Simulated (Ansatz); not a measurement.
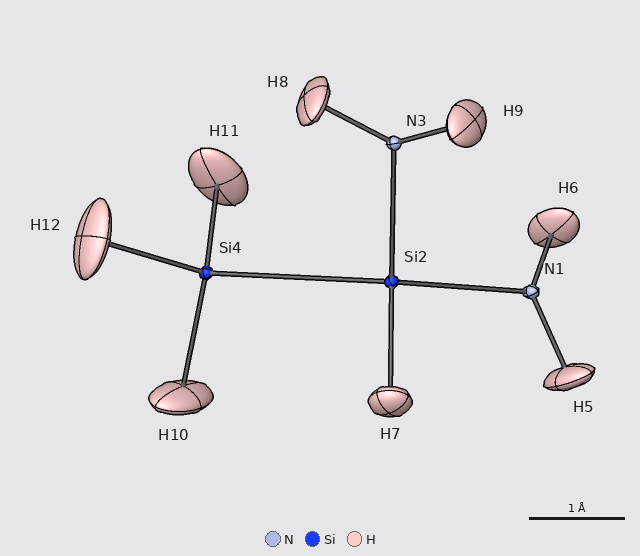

Displacement ellipsoids at the 50 % level, from the internal vibrations of the free molecule (harmonic, no overall translation or rotation; no half-axis is drawn under 0.075 Å). Vibrations computed with RKS PBE0-D4/def2-TZVP (Ansatz 0.2.0). Temperature: 0 K (zero-point motion alone).

Question. Which atom has the largest mean-square displacement?

Answer. H12, with U_eq = 0.0405 Å².

Question. Does H11 move more along its bond or across it?

Answer. Across it: the root-mean-square amplitude is 0.087 Å along the bond and up to 0.276 Å across, since bending and torsion are softer than stretching.

List U_eq and the three principal root-mean-square amplitudes for each kind of atom.

| atom | U_eq (Å²) | rms amplitudes (Å) |
| --- | --- | --- |
| N1 | 0.0023 | 0.031, 0.041, 0.065 |
| Si2 | 0.00100 | 0.028, 0.031, 0.036 |
| N3 | 0.0022 | 0.035, 0.046, 0.058 |
| Si4 | 0.00073 | 0.015, 0.027, 0.035 |
| H5 | 0.0271 | 0.076, 0.139, 0.237 |
| H6 | 0.0264 | 0.072, 0.149, 0.227 |
| H7 | 0.0179 | 0.092, 0.143, 0.156 |
| H8 | 0.0281 | 0.078, 0.155, 0.233 |
| H9 | 0.0259 | 0.085, 0.150, 0.219 |
| H10 | 0.0389 | 0.089, 0.177, 0.278 |
| H11 | 0.0390 | 0.087, 0.182, 0.276 |
| H12 | 0.0405 | 0.090, 0.180, 0.285 |
